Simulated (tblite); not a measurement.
**Geometry relaxation of C₃H₁₂N₂SSi (part 2 of 4)**

C₃H₁₂N₂SSi; GFN2-xTB geometry optimisation, gas phase (tblite 0.8.0). It belongs to a series of runs on one base structure; here: H on C replaced by CH2NH2.

Geometry of the input (Å):
```
C  -0.7221  0.1036  1.0747
C  -0.2334  -0.2199  -0.3267
C  -1.4619  -0.0981  -1.2072
N  -2.5165  -0.9801  -0.8355
N  0.7252  0.7105  -0.8108
Si 2.1978  0.9100  0.0940
S  3.9164  -0.0800  -0.7066
H  0.0956  0.4763  1.6962
H  -1.0868  -0.8413  1.5745
H  -1.5128  0.8900  1.0530
H  0.0832  -1.2859  -0.4281
H  -1.2163  -0.3096  -2.2862
H  -1.8569  0.9585  -1.1970
H  -2.2452  -1.7444  -0.1721
H  -3.3977  -0.4915  -0.5638
H  0.8970  0.5407  -1.8311
H  2.1272  0.5734  1.5246
H  2.5413  2.3562  0.0589
H  3.6564  -1.4590  -0.6727
```

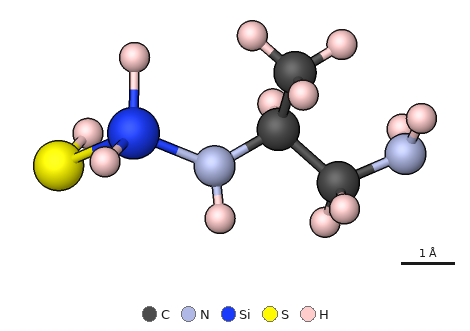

**Figure 1.** The geometry at step 58 of the log (ball-and-stick view, seen at a tilt).

Trajectory as extended XYZ, continued:
```
19
Properties=species:S:1:pos:R:3:forces:R:3 step=33 energy=-636.66153
C    -0.8140    0.1383    1.1869   -0.0170  -0.0010  -0.0080
C    -0.3080   -0.2775   -0.1936    0.0030   0.0030  -0.0210
C    -1.4177   -0.1811   -1.2641   -0.0270   0.0190  -0.0320
N    -2.6496   -0.8894   -1.0082   -0.0030  -0.0110  -0.0130
N     0.7774    0.5814   -0.6331    0.0260  -0.0110   0.0100
Si    2.2933    0.9484    0.0702    0.0150  -0.0100  -0.0020
S     3.9117   -0.0214   -1.0110   -0.0620   0.0450   0.0940
H     0.0281    0.3047    1.8508   -0.0250   0.0210   0.0090
H    -1.4343   -0.6436    1.6185   -0.0380  -0.0250  -0.0250
H    -1.3983    1.0530    1.1258    0.0630   0.0630  -0.0240
H     0.0275   -1.3260   -0.1297    0.0440  -0.0210  -0.0190
H    -1.0235   -0.5579   -2.2139    0.0430  -0.0060   0.0020
H    -1.6622    0.8768   -1.3961   -0.0470   0.0230  -0.0030
H    -2.4733   -1.8738   -0.8437    0.0160  -0.0230   0.0200
H    -3.1190   -0.5079   -0.1976   -0.0330  -0.0120   0.0930
H     0.7068    0.7896   -1.6190   -0.0060  -0.0010   0.0020
H     2.3786    0.4847    1.4497   -0.0080  -0.0110  -0.0710
H     2.5557    2.3691   -0.1160    0.0410  -0.0630   0.0180
H     3.6110   -1.2581   -0.6379    0.0160   0.0210  -0.0290
19
Properties=species:S:1:pos:R:3:forces:R:3 step=37 energy=-636.66832
C    -0.8184    0.1473    1.1775    0.0050  -0.0060   0.0180
C    -0.3042   -0.2740   -0.1991   -0.0300  -0.0170   0.0380
C    -1.4216   -0.1848   -1.2644    0.0060   0.0030   0.0420
N    -2.6523   -0.8928   -0.9934   -0.0210   0.0120   0.0160
N     0.7822    0.5857   -0.6345   -0.0620  -0.0360  -0.0130
Si    2.2933    0.9471    0.0792   -0.0790  -0.0080  -0.0240
S     3.9070   -0.0045   -0.9954    0.1330  -0.0110  -0.0400
H     0.0148    0.2953    1.8566    0.0060  -0.0180   0.0070
H    -1.4604   -0.6269    1.5927   -0.0320   0.0240  -0.0100
H    -1.3761    1.0798    1.1176    0.0370  -0.0020  -0.0560
H     0.0335   -1.3239   -0.1339    0.0210   0.0400   0.0050
H    -1.0274   -0.5699   -2.2119   -0.0250   0.0430   0.0120
H    -1.6669    0.8741   -1.3916   -0.0490  -0.0100  -0.0530
H    -2.4824   -1.8822   -0.8554    0.0480  -0.0260   0.0100
H    -3.1088   -0.5324   -0.1628    0.0500   0.0060  -0.0130
H     0.7115    0.7998   -1.6186   -0.0050   0.0080  -0.0180
H     2.3632    0.4663    1.4477   -0.0030  -0.0170   0.0340
H     2.5804    2.3570   -0.1171    0.0160   0.0350   0.0450
H     3.6228   -1.2516   -0.6549   -0.0160  -0.0200  -0.0010
19
Properties=species:S:1:pos:R:3:forces:R:3 step=41 energy=-636.67403
C    -0.8206    0.1543    1.1713    0.0090   0.0120  -0.0160
C    -0.3066   -0.2715   -0.2011    0.0320   0.0210  -0.0370
C    -1.4296   -0.1861   -1.2586   -0.0230  -0.0030  -0.0330
N    -2.6545   -0.9005   -0.9772    0.0170  -0.0210  -0.0350
N     0.7776    0.5870   -0.6414    0.0540   0.0610  -0.0030
Si    2.2849    0.9425    0.0817    0.1070  -0.0190  -0.0120
S     3.9287    0.0053   -0.9819   -0.0200  -0.0130   0.0410
H     0.0052    0.2826    1.8622    0.0110  -0.0450   0.0200
H    -1.4895   -0.6066    1.5675   -0.0250   0.0500   0.0380
H    -1.3480    1.1021    1.0960   -0.0160   0.0130   0.0000
H     0.0457   -1.3143   -0.1370   -0.0450  -0.0430   0.0180
H    -1.0420   -0.5678   -2.2087   -0.0020   0.0020  -0.0180
H    -1.6850    0.8697   -1.3959   -0.0210  -0.0110   0.0150
H    -2.4777   -1.8909   -0.8552    0.0390  -0.0290   0.0110
H    -3.0928   -0.5531   -0.1335   -0.0040   0.0320   0.0340
H     0.7172    0.8072   -1.6245   -0.0660  -0.0170  -0.0290
H     2.3416    0.4484    1.4502   -0.0010   0.0070  -0.0360
H     2.6036    2.3503   -0.1026   -0.0480  -0.0120   0.0570
H     3.6321   -1.2491   -0.6732    0.0000   0.0140  -0.0140
19
Properties=species:S:1:pos:R:3:forces:R:3 step=46 energy=-636.68011
C    -0.8177    0.1644    1.1585   -0.0130   0.0230   0.0200
C    -0.3016   -0.2632   -0.2133   -0.0420  -0.0070   0.0180
C    -1.4394   -0.1846   -1.2594    0.0180  -0.0020  -0.0130
N    -2.6489   -0.9184   -0.9594    0.0190  -0.0060   0.0020
N     0.7818    0.5997   -0.6557   -0.0260  -0.0620  -0.0130
Si    2.2919    0.9331    0.0794   -0.0560  -0.0020  -0.0200
S     3.9567    0.0101   -0.9506    0.0180  -0.0030  -0.0200
H    -0.0008    0.2614    1.8659    0.0090   0.0090  -0.0260
H    -1.5155   -0.5733    1.5511    0.0010   0.0170  -0.0250
H    -1.3227    1.1236    1.0739    0.0270   0.0400   0.0510
H     0.0426   -1.3102   -0.1461   -0.0080   0.0190  -0.0120
H    -1.0614   -0.5574   -2.2165    0.0090  -0.0090  -0.0240
H    -1.7185    0.8657   -1.3910    0.0230   0.0020   0.0250
H    -2.4499   -1.9039   -0.8280    0.0180  -0.0090   0.0180
H    -3.0821   -0.5659   -0.1132    0.0080  -0.0180  -0.0220
H     0.7090    0.8043   -1.6421    0.0250   0.0200   0.0160
H     2.3165    0.4305    1.4431    0.0090  -0.0300   0.0100
H     2.6130    2.3422   -0.0639   -0.0300   0.0390   0.0170
H     3.6373   -1.2489   -0.6947   -0.0110  -0.0220  -0.0010
19
Properties=species:S:1:pos:R:3:forces:R:3 step=50 energy=-636.68379
C    -0.8198    0.1788    1.1531    0.0060   0.0050   0.0020
C    -0.3082   -0.2591   -0.2180    0.0220  -0.0050  -0.0140
C    -1.4411   -0.1864   -1.2653   -0.0460  -0.0070   0.0280
N    -2.6401   -0.9333   -0.9521   -0.0260  -0.0340  -0.0040
N     0.7836    0.5882   -0.6646    0.0400   0.0140  -0.0230
Si    2.2881    0.9288    0.0753    0.0400  -0.0040   0.0310
S     3.9743    0.0127   -0.9383   -0.0810   0.0000   0.0090
H    -0.0018    0.2474    1.8616    0.0210   0.0080  -0.0060
H    -1.5371   -0.5432    1.5376   -0.0130   0.0070  -0.0030
H    -1.2982    1.1527    1.0805    0.0300   0.0220   0.0010
H     0.0317   -1.3054   -0.1488   -0.0030  -0.0430   0.0410
H    -1.0684   -0.5566   -2.2284    0.0000   0.0440   0.0670
H    -1.7296    0.8630   -1.3822    0.0070  -0.0120  -0.0450
H    -2.4276   -1.9161   -0.8119    0.0150   0.0410   0.0020
H    -3.0714   -0.5788   -0.1048    0.0180  -0.0290  -0.0570
H     0.7070    0.8124   -1.6455   -0.0050   0.0110  -0.0150
H     2.3080    0.4079    1.4338    0.0060  -0.0190  -0.0030
H     2.6063    2.3444   -0.0366   -0.0380  -0.0200   0.0000
H     3.6345   -1.2480   -0.7074    0.0080   0.0210  -0.0120
19
Properties=species:S:1:pos:R:3:forces:R:3 step=54 energy=-636.68751
C    -0.8200    0.1952    1.1501    0.0330   0.0090   0.0090
C    -0.3114   -0.2578   -0.2191    0.0060   0.0110   0.0300
C    -1.4463   -0.1904   -1.2645    0.0610   0.0290  -0.0020
N    -2.6380   -0.9488   -0.9535    0.0470   0.0300  -0.0110
N     0.7900    0.5740   -0.6752   -0.0200  -0.0240   0.0120
Si    2.2867    0.9235    0.0771   -0.0520  -0.0120   0.0160
S     3.9715    0.0178   -0.9351    0.0090   0.0240  -0.0520
H    -0.0011    0.2326    1.8605   -0.0030  -0.0190   0.0170
H    -1.5656   -0.5054    1.5246    0.0370   0.0500   0.0030
H    -1.2611    1.1887    1.0882    0.0290  -0.0340  -0.0520
H     0.0197   -1.3084   -0.1361   -0.0110   0.0320   0.0240
H    -1.0651   -0.5523   -2.2237    0.0140  -0.0280  -0.0360
H    -1.7356    0.8569   -1.3885   -0.0440   0.0190   0.0010
H    -2.4058   -1.9257   -0.8108   -0.0070  -0.0230   0.0000
H    -3.0555   -0.5969   -0.1001   -0.0750  -0.0260  -0.0010
H     0.6970    0.8267   -1.6478    0.0060  -0.0020   0.0120
H     2.3093    0.3809    1.4254   -0.0090  -0.0200   0.0330
H     2.5873    2.3441   -0.0112   -0.0100  -0.0160  -0.0040
H     3.6343   -1.2452   -0.7223   -0.0110  -0.0010   0.0000
19
Properties=species:S:1:pos:R:3:forces:R:3 step=58 energy=-636.69318
C    -0.8105    0.2338    1.1427   -0.0160   0.0260   0.0470
C    -0.3145   -0.2496   -0.2173   -0.0380  -0.0060  -0.0170
C    -1.4446   -0.1924   -1.2638   -0.0740  -0.0380  -0.0320
N    -2.6197   -0.9767   -0.9488   -0.0290  -0.0400   0.0140
N     0.8011    0.5437   -0.6934    0.0050   0.0020  -0.0060
Si    2.2746    0.9061    0.0895    0.0590  -0.0270  -0.0060
S     3.9678    0.0381   -0.9437   -0.0100  -0.0030  -0.0280
H    -0.0050    0.1907    1.8674   -0.0100   0.0240   0.0410
H    -1.6195   -0.4042    1.4946    0.0270   0.0220   0.0280
H    -1.1695    1.2578    1.0810    0.0270   0.0270  -0.0360
H    -0.0053   -1.3024   -0.1002    0.0280  -0.0060  -0.0520
H    -1.0613   -0.5544   -2.2234    0.0260  -0.0080   0.0010
H    -1.7623    0.8471   -1.3990    0.0190  -0.0240   0.0600
H    -2.3676   -1.9512   -0.8156    0.0000   0.0170  -0.0270
H    -3.0432   -0.6498   -0.0868   -0.0310   0.0130  -0.0640
H     0.6831    0.8570   -1.6457    0.0010  -0.0340   0.0550
H     2.2990    0.3157    1.4191   -0.0110   0.0070   0.0100
H     2.5521    2.3330    0.0405    0.0210  -0.0050   0.0230
H     3.6354   -1.2332   -0.7589    0.0060   0.0550  -0.0130
19
Properties=species:S:1:pos:R:3:forces:R:3 step=62 energy=-636.69929
C    -0.8016    0.2638    1.1461    0.0010  -0.0040  -0.0330
C    -0.3238   -0.2489   -0.2125    0.0410  -0.0360   0.0560
C    -1.4523   -0.2008   -1.2664    0.0920   0.0170   0.0770
N    -2.6167   -1.0022   -0.9587    0.0410   0.0190  -0.1000
N     0.8111    0.5110   -0.6986   -0.0280  -0.0060   0.0120
Si    2.2743    0.8886    0.0975   -0.0340   0.0170  -0.0070
S     3.9584    0.0577   -0.9681    0.0410   0.0430  -0.0350
H    -0.0077    0.1747    1.8827   -0.0400   0.0540  -0.0440
H    -1.6448   -0.3298    1.4925   -0.0310   0.0480   0.0230
H    -1.0976    1.3077    1.0694    0.0060  -0.0220   0.0210
H    -0.0214   -1.3017   -0.0847   -0.0160  -0.0350  -0.0140
H    -1.0436   -0.5555   -2.2196   -0.0630   0.0050   0.0190
H    -1.7771    0.8360   -1.3962   -0.0080  -0.0060   0.0200
H    -2.3388   -1.9674   -0.8245   -0.0440  -0.0720   0.0200
H    -3.0555   -0.6782   -0.1049   -0.0340   0.0020  -0.0070
H     0.6698    0.8709   -1.6291    0.0180   0.0050  -0.0140
H     2.3009    0.2720    1.4161    0.0040   0.0120  -0.0100
H     2.5277    2.3215    0.0778    0.0410  -0.0110   0.0400
H     3.6290   -1.2101   -0.7808    0.0130  -0.0300  -0.0240
19
Properties=species:S:1:pos:R:3:forces:R:3 step=66 energy=-636.70773
C    -0.7854    0.3293    1.1373   -0.0760   0.0070   0.0900
C    -0.3277   -0.2487   -0.2008   -0.0450  -0.0060  -0.0230
C    -1.4532   -0.2144   -1.2520   -0.0820  -0.0220  -0.0690
N    -2.5946   -1.0610   -0.9770   -0.0190  -0.0190   0.0820
N     0.8277    0.4581   -0.7165   -0.0200  -0.0020  -0.0660
Si    2.2652    0.8542    0.1149    0.0240   0.0120  -0.0160
S     3.9512    0.1033   -1.0077   -0.0350  -0.0320   0.0580
H    -0.0282    0.1518    1.8980   -0.0550   0.0790  -0.0470
H    -1.7075   -0.1509    1.4748    0.0930   0.1290  -0.0930
H    -0.9417    1.4072    1.0432   -0.0210  -0.2150   0.0260
H    -0.0516   -1.3055   -0.0607    0.0100  -0.0230   0.1210
H    -1.0437   -0.5500   -2.2098    0.0550   0.0370  -0.0300
H    -1.8166    0.8101   -1.3733    0.0180   0.0100   0.0280
H    -2.2874   -2.0170   -0.8222   -0.0470   0.0360  -0.0090
H    -3.0831   -0.7503   -0.1432    0.0220  -0.0250  -0.0370
H     0.6581    0.8958   -1.6103    0.0120  -0.0370   0.0550
H     2.2798    0.1840    1.4092    0.0530   0.0010  -0.0510
H     2.4925    2.2900    0.1837    0.0560   0.0100   0.0400
H     3.6366   -1.1766   -0.8495    0.0560   0.0590  -0.0590
19
Properties=species:S:1:pos:R:3:forces:R:3 step=70 energy=-636.71886
C    -0.7901    0.3569    1.1312    0.0340   0.0440  -0.0040
C    -0.3350   -0.2571   -0.1939    0.0070   0.0200   0.0660
C    -1.4626   -0.2328   -1.2483    0.0750   0.0070   0.0470
N    -2.5987   -1.0872   -0.9765    0.0180   0.0070  -0.0240
N     0.8299    0.4330   -0.7221    0.0310  -0.0690   0.0740
Si    2.2622    0.8418    0.1200   -0.0290   0.0260  -0.0220
S     3.9495    0.1363   -1.0211    0.0490   0.0550  -0.0020
H    -0.0618    0.1535    1.9115   -0.0750  -0.0450   0.0020
H    -1.7583   -0.0311    1.4408    0.0470  -0.0520  -0.0040
H    -0.8648    1.4346    1.0258   -0.0580   0.0870  -0.0500
H    -0.0558   -1.3098   -0.0187   -0.0390   0.0480   0.0270
H    -1.0335   -0.5508   -2.2041   -0.0530  -0.0010  -0.0190
H    -1.8268    0.7943   -1.3561   -0.0100  -0.0390  -0.0030
H    -2.2969   -2.0490   -0.8539   -0.0200   0.0510   0.0090
H    -3.0820   -0.7959   -0.1333    0.0400  -0.0210  -0.0280
H     0.6503    0.9082   -1.5921   -0.0410  -0.0020  -0.0370
H     2.2804    0.1407    1.3957    0.0450  -0.0230  -0.0150
H     2.5178    2.2741    0.2411   -0.0250  -0.0650   0.0150
H     3.6664   -1.1506   -0.9078    0.0040  -0.0290  -0.0320
19
Properties=species:S:1:pos:R:3:forces:R:3 step=75 energy=-636.72966
C    -0.7912    0.4158    1.1270   -0.0090  -0.0120  -0.0480
C    -0.3453   -0.2571   -0.1706    0.0270  -0.0100  -0.0190
C    -1.4583   -0.2510   -1.2397   -0.0090   0.0190   0.0040
N    -2.5883   -1.1181   -0.9928   -0.0270  -0.0220   0.0140
N     0.8378    0.3770   -0.7274    0.0210   0.0270  -0.0210
Si    2.2584    0.8183    0.1210    0.0120  -0.0960   0.0450
S     3.9525    0.1864   -1.0461    0.0440   0.0000  -0.0380
H    -0.1167    0.1418    1.9316    0.0110   0.1000   0.0460
H    -1.7939    0.1087    1.4071   -0.0860  -0.0430  -0.0040
H    -0.7767    1.4948    1.0015   -0.0150   0.0320   0.0270
H    -0.0893   -1.3034    0.0536   -0.0020  -0.0120  -0.0120
H    -1.0237   -0.5499   -2.1990    0.0160  -0.0330   0.0230
H    -1.8438    0.7662   -1.3447   -0.0040   0.0680  -0.0060
H    -2.2884   -2.0809   -0.8867    0.0320  -0.0090  -0.0080
H    -3.0750   -0.8497   -0.1455   -0.0030   0.0110   0.0240
H     0.6230    0.9137   -1.5557    0.0200  -0.0240  -0.0060
H     2.3114    0.0680    1.3666    0.0090  -0.0420   0.0200
H     2.5083    2.2394    0.3217   -0.0520   0.0120  -0.0050
H     3.6896   -1.1106   -0.9839    0.0140   0.0340  -0.0370
19
Properties=species:S:1:pos:R:3:forces:R:3 step=79 energy=-636.73984
C    -0.8046    0.4630    1.1165    0.0280  -0.0510   0.0490
C    -0.3479   -0.2557   -0.1553   -0.0660   0.0060   0.0360
C    -1.4613   -0.2592   -1.2293    0.0100  -0.0190  -0.0080
N    -2.5885   -1.1386   -0.9976    0.0470   0.0670   0.0620
N     0.8493    0.3379   -0.7277   -0.0120  -0.0330   0.1230
Si    2.2657    0.7729    0.1373    0.0410   0.1030  -0.0800
S     3.9650    0.2385   -1.0721   -0.0070   0.0540   0.0030
H    -0.1755    0.1841    1.9571    0.0270   0.0100   0.0050
H    -1.8299    0.1929    1.3602   -0.0140   0.0600  -0.0030
H    -0.7292    1.5400    0.9900   -0.1080  -0.0020  -0.0670
H    -0.1108   -1.2983    0.1043   -0.0010   0.0140  -0.0270
H    -1.0193   -0.5665   -2.1811    0.0310   0.0370  -0.0290
H    -1.8485    0.7618   -1.3352    0.0170  -0.0870  -0.0190
H    -2.2867   -2.1039   -0.9212    0.0490   0.0160  -0.0120
H    -3.0668   -0.8971   -0.1379   -0.0300   0.0210   0.0430
H     0.6226    0.9100   -1.5263    0.0460   0.0380  -0.1010
H     2.3402   -0.0138    1.3556    0.0000  -0.0670   0.0480
H     2.4972    2.2000    0.3651   -0.0820  -0.0980   0.0330
H     3.7192   -1.0587   -1.0646    0.0230  -0.0670  -0.0550
19
Properties=species:S:1:pos:R:3:forces:R:3 step=83 energy=-636.75464
C    -0.8181    0.5188    1.1066   -0.0410   0.0640  -0.0600
C    -0.3545   -0.2472   -0.1360    0.0250   0.0090  -0.0100
C    -1.4627   -0.2661   -1.2165    0.0030  -0.0270   0.0160
N    -2.5735   -1.1620   -0.9834   -0.0020  -0.0390  -0.0470
N     0.8567    0.3034   -0.7250   -0.0620   0.0740  -0.0260
Si    2.2778    0.7201    0.1431   -0.0610  -0.0980   0.0870
S     3.9940    0.2874   -1.0857   -0.0780  -0.0230   0.0060
H    -0.2443    0.2408    1.9861    0.0450  -0.0110  -0.0480
H    -1.8676    0.3082    1.2986   -0.0190   0.0130   0.0680
H    -0.6994    1.5895    0.9509   -0.0470  -0.0290  -0.0390
H    -0.1318   -1.2824    0.1592   -0.0110  -0.0040  -0.0300
H    -1.0216   -0.5633   -2.1732    0.0460   0.0280   0.0320
H    -1.8704    0.7448   -1.3217    0.0310  -0.0060  -0.0160
H    -2.2535   -2.1226   -0.9330    0.0160  -0.0070   0.0220
H    -3.0575   -0.9477   -0.1208    0.0080   0.0470   0.0760
H     0.6308    0.8876   -1.5222    0.1180  -0.0770   0.0720
H     2.3624   -0.1143    1.3392    0.0020  -0.0220  -0.1020
H     2.4450    2.1311    0.4656    0.0250   0.0360   0.0120
H     3.7784   -1.0169   -1.1935    0.0040   0.0720  -0.0150
```
